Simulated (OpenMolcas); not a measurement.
# Multiconfigurational calculation for Tm²⁺

System: Tm²⁺, among 6 point charges of −1 e at 2.57 Å, trigonal prism (D3h), axial distortion 1.15, whose field is part of the energies.
Method: state-averaged CASSCF, active space 13 electrons in the shell 4f, basis ANO-RCC-VDZP, DKH2 scalar Hamiltonian, spin-orbit coupling by RASSI with atomic mean-field integrals (OpenMolcas).

**Input**
```
&GATEWAY
Coord
1

Tm 0.0 0.0 0.0
Basis=ANO-RCC-VDZP
Group=NoSym
NoMove
AngMom=0.0 0.0 0.0
AMFI
XField
6 Angstrom 0
2.142220 0.000000 1.419787 -1.000000
-1.071110 1.855217 1.419787 -1.000000
-1.071110 -1.855217 1.419787 -1.000000
2.142220 0.000000 -1.419787 -1.000000
-1.071110 1.855217 -1.419787 -1.000000
-1.071110 -1.855217 -1.419787 -1.000000
&SEWARD
&RASSCF
FileOrb=start.orb
Symmetry=1
Spin=2
nActEl=13 0 0
Inactive=27
Ras2=7
CIRoot=7 7 1
SDav=7
CIMx=300
Iter=120 100
PrWF=0.3
OrbListing=Nothing
MaxOrb=0
>>> COPY $Project.JobIph JOB001
&RASSI
NrOfJobIphs=1 7
1 2 3 4 5 6 7
IphNames
JOB001
EJob
SpinOrbit
DIPRint=1.0
SOCoupling=1000.0
Subsets=2
Property=9
'ANGMOM' 1 'ANGMOM' 2 'ANGMOM' 3 'MLTPL  1' 1 'MLTPL  1' 2 'MLTPL  1' 3
'AMFI' 1 'AMFI' 2 'AMFI' 3
SOProperty=3
'ANGMOM' 1 'ANGMOM' 2 'ANGMOM' 3
```

The file start.orb holds starting orbitals from an earlier step. A driver script formed the levels outside the program, from RASSI's spin-orbit matrix and the active-space energies, averaged over the components of each term or state.

Command:
```bash
OMP_NUM_THREADS=1 MOLCAS_MEM=2252 MOLCAS_PROJECT=a pymolcas a.inp > a.log  # once for each step of the input, in one work folder
```

**The program's output (extracts)**
```
--- SEWARD ---
Basis set label: TM.ANO-RCC...7S6P4D2F1G.

      Electronic valence basis set:
      ------------------
      Associated Effective Charge  69.000000 au
      Associated Actual Charge     69.000000 au
      Nuclear Model: Point charge

      Shell  nPrim  nBasis  Cartesian Spherical Contaminant
         s      25       7        X
         p      22       6        X
         d      15       4                 X
         f      11       2                 X
         g       4       1                 X
                  Relativistic Douglas-Kroll-Hess integrals:
                    - DKH order of Hamiltonian: 2
                    - DKH order of Properties : 0
                  Atomic mean-field integrals
--- RASSCF ---
Wave function specifications:
      -----------------------------

      Number of closed shell electrons          54
      Number of electrons in active shells      13
      Max number of holes in RAS1 space          0
      Max nr of electrons in RAS3 space          0
      Number of inactive orbitals               27
      Number of active orbitals                  7
      Number of secondary orbitals              34
      Spin quantum number                      0.5
      State symmetry                             1
Orbital specifications:
      -----------------------

      Symmetry species                           1
                                                 a
      Frozen orbitals                            0
      Inactive orbitals                         27
      Active orbitals                            7
      RAS1 orbitals                              0
      RAS2 orbitals                              7
      RAS3 orbitals                              0
      Secondary orbitals                        34
      Deleted orbitals                           0
      Number of basis functions                 68
      Number of CSFs                             7
      Number of root(s) required                 7
      Iter CI   SX   CI       RASSCF       Energy    max ROT     max BLB   max BLB  Level Ln srch  Step   QN
          iter iter root      energy       change     param      element    value   shift minimum  type update
 Nr of preliminary CI iterations:   1
      Total energies have been shifted. Add               -13000.00 au
        1   1   10    0  -556.55859903    0.00E+00  -1.91E-02   31  56 1 -1.21E-01*  0.11   0.00    SX    NO
        2   1    9    0  -556.55479310    3.81E-03*  2.50E-02   33  58 1  1.58E-01*  0.00   0.00    SX    NO
        3   1    9    0  -556.54120754    1.36E-02* -3.34E-02   31  56 1 -2.16E-01*  0.18   0.00    SX    NO
        4   1    9    0  -556.52190674    1.93E-02*  4.38E-02   28  53 1  2.84E-01*  0.00   0.00    SX    NO
        5   1    9    0  -556.48533939    3.66E-02*  3.11E-02   31  56 1 -3.69E-01*  0.29   0.43    SX   YES
        6   1    9    0  -556.56503848   -7.97E-02*  6.84E-03   28  53 1  9.04E-02*  0.00   0.81    QN   YES
        7   1    8    0  -556.56994433   -4.91E-03*  1.11E-03   34  59 1 -1.23E-02*  0.04   0.88    QN   YES
        8   1    8    0  -556.57004715   -1.03E-04* -5.53E-04   33  46 1  7.33E-04*  0.04   1.05    QN   YES
        9   1    7    0  -556.57004954   -2.38E-06* -5.74E-04   33  46 1  4.57E-04*  0.04   2.04    LS   YES
       10   1    7    0  -556.57005037   -8.37E-07* -2.17E-04   28  53 1  5.85E-04*  0.04   1.00    QN   YES
       11   1    6    0  -556.57005081   -4.35E-07*  1.02E-04   31  56 1  1.13E-04*  0.04   1.33    QN   YES
       12   1    6    0  -556.57005085   -4.15E-08*  3.18E-05   34  35 1 -2.74E-05   0.04   1.13    QN   YES
       13   1    5    0  -556.57005085   -4.37E-09  -3.26E-05   34  36 1  1.44E-05   0.04   1.88    QN   YES
      Convergence after 13 iterations
       14   1    5    0  -556.57005086   -2.02E-09  -3.26E-05   34  45 1  5.36E-06   0.04   1.88    QN   YES
      Natural orbitals and occupation numbers for root  1
      sym 1:   2.000000   2.000000   2.000000   2.000000   2.000000   1.000000   2.000000
      Natural orbitals and occupation numbers for root  2
      sym 1:   2.000000   1.000000   2.000000   2.000000   2.000000   2.000000   2.000000
      Natural orbitals and occupation numbers for root  3
      sym 1:   1.000000   2.000000   2.000000   2.000000   2.000000   2.000000   2.000000
::    RASSCF root number  1 Total energy: -13556.57034250
::    RASSCF root number  2 Total energy: -13556.57034250
::    RASSCF root number  3 Total energy: -13556.57033227
::    RASSCF root number  4 Total energy: -13556.57032028
::    RASSCF root number  5 Total energy: -13556.56974109
::    RASSCF root number  6 Total energy: -13556.56974109
::    RASSCF root number  7 Total energy: -13556.56953626
--- RASSI ---
SPIN-FREE ENERGIES:
  (Shifted by EMIN (a.u.) =     -13556.5703424985)

 SF State       Relative EMIN(au)   Rel lowest level(eV)    D:o, cm**(-1)      L_eff

     1             0.0000000000        0.0000000000              0.0000         3.0
     2             0.0000000000        0.0000000000              0.0000         3.0
     3             0.0000102287        0.0002783364              2.2449         3.0
     4             0.0000222150        0.0006045010              4.8756         3.0
     5             0.0006014067        0.0163651110            131.9935         3.0
     6             0.0006014067        0.0163651110            131.9935         3.0
     7             0.0008062400        0.0219389067            176.9492         3.0
     Dipole printing threshold changed to   1.00000000E+00

++ Dipole transition strengths (spin-free states):
   -----------------------------------------------
     for osc. strength at least  1.00000000E+00

  ( Max oscillator strength is only    4.6265827069328828E-009 )
--
Eigenvalues of complex Hamiltonian:
   -----------------------------------
  (Shifted by EMIN (a.u.) =     -13556.5703424985)

 SO State       Relative EMIN(au)   Rel lowest level(eV)    D:o, cm**(-1)     J-value

     1            -0.0172643788        0.0000000000              0.0000         2.6
     2            -0.0172643788        0.0000000000              0.0000         2.6
     3            -0.0172413684        0.0006261446              5.0502         1.5
     4            -0.0172413684        0.0006261446              5.0502         1.5
     5            -0.0168296860        0.0118285950             95.4041         3.2
     6            -0.0168296860        0.0118285950             95.4041         3.2
     7            -0.0165313170        0.0199476282            160.8885         3.5
     8            -0.0165313170        0.0199476282            160.8885         3.5
     9             0.0230273358        1.0963934081           8843.0092         1.2
    10             0.0230273358        1.0963934081           8843.0092         1.2
    11             0.0231909856        1.1008465466           8878.9262         2.1
    12             0.0231909856        1.1008465466           8878.9262         2.1
    13             0.0236899261        1.1144234091           8988.4310         2.5
    14             0.0236899261        1.1144234091           8988.4310         2.5
Weights of the five most important spin-orbit-free states for each spin-orbit state.

 SO State  Total energy (au)           Spin-free states, spin, and weights
 -------------------------------------------------------------------------------------------------------
    1        -0.017264       1 0.5  0.4149    2 0.5  0.4149    3 0.5  0.1516    4 0.5  0.0186    6 0.5  0.0000
    2        -0.017264       1 0.5  0.4149    2 0.5  0.4149    3 0.5  0.1516    4 0.5  0.0186    6 0.5  0.0000
    3        -0.017241       4 0.5  0.5527    3 0.5  0.4199    2 0.5  0.0137    1 0.5  0.0137    5 0.5  0.0000
    4        -0.017241       4 0.5  0.5527    3 0.5  0.4199    2 0.5  0.0137    1 0.5  0.0137    5 0.5  0.0000
    5        -0.016830       5 0.5  0.3541    6 0.5  0.3541    1 0.5  0.1459    2 0.5  0.1459    3 0.5  0.0000
    6        -0.016830       5 0.5  0.3541    6 0.5  0.3541    1 0.5  0.1459    2 0.5  0.1459    3 0.5  0.0000
    7        -0.016531       7 0.5  0.5689    6 0.5  0.2155    5 0.5  0.2155    4 0.5  0.0000    3 0.5  0.0000
    8        -0.016531       7 0.5  0.5689    6 0.5  0.2155    5 0.5  0.2155    3 0.5  0.0000    4 0.5  0.0000
    9         0.023027       4 0.5  0.4287    3 0.5  0.4285    2 0.5  0.0714    1 0.5  0.0714    6 0.5  0.0000
   10         0.023027       4 0.5  0.4287    3 0.5  0.4285    2 0.5  0.0714    1 0.5  0.0714    6 0.5  0.0000
   11         0.023191       1 0.5  0.3541    2 0.5  0.3541    5 0.5  0.1459    6 0.5  0.1459    3 0.5  0.0000
   12         0.023191       1 0.5  0.3541    2 0.5  0.3541    5 0.5  0.1459    6 0.5  0.1459    3 0.5  0.0000
```

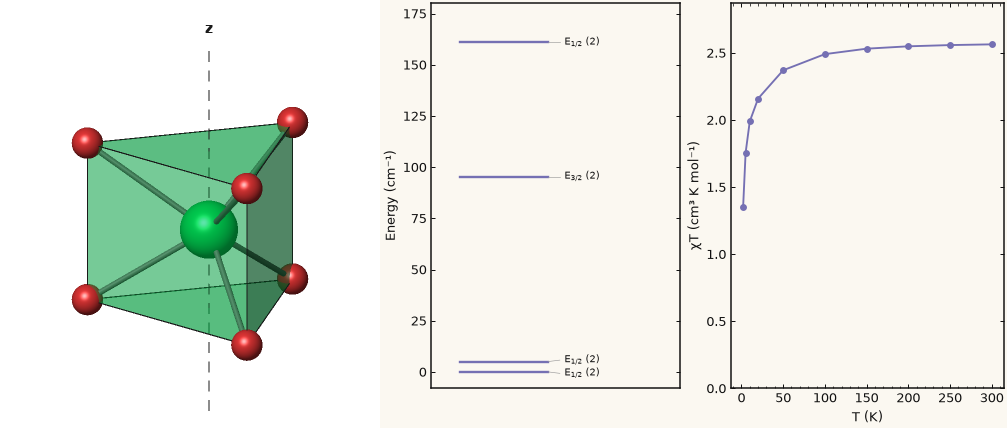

Tm²⁺ (4f¹³) among 6 point charges of −1 e at 2.57 Å, arranged as: trigonal prism (D3h), axial distortion 1.15, with its levels and susceptibility. Labels give the representation in O, Td, D4 or D3 as the site allows (double group for half-integer spin) where it could be assigned and, in brackets, the degeneracy; spin-free states, where drawn, share the zero of the spin-orbit levels. Powder susceptibility by Van Vleck's formula. The ground level is E₁/₂, a Kramers doublet, 100 % from states of spin multiplicity 2, effective J = 3.50, with |mJ| = 5/2 the largest share (97 %). Its principal g values are 1.06, 1.06 and 5.28, easy-axis. The next level lies at 5.1 cm⁻¹ (E₁/₂). The lowest J multiplet spreads over 161 cm⁻¹. χT is 1.35 cm³ K mol⁻¹ at 2 K and 2.56 at 300 K, an effective moment of 4.53 μB.

**Key numbers**

```
                                 quantity                                                                 value
                                  outcome                                                             converged
      energy of the lowest spin-free term                                                  −13556.57034 hartree
    energy of the lowest spin-orbit level                                                  −13556.58761 hartree
largest spread among components of a term                                                              0.0 cm⁻¹
                                 hardware  1 thread of Arm Neoverse V1, 24 GiB of memory available, shared host
                                wall time                                                                 3.3 s
```

**Remarks**

Without dynamic correlation the splittings between terms come out too large, often by 20 to 50 %. To bear in mind: point charges have no covalency.
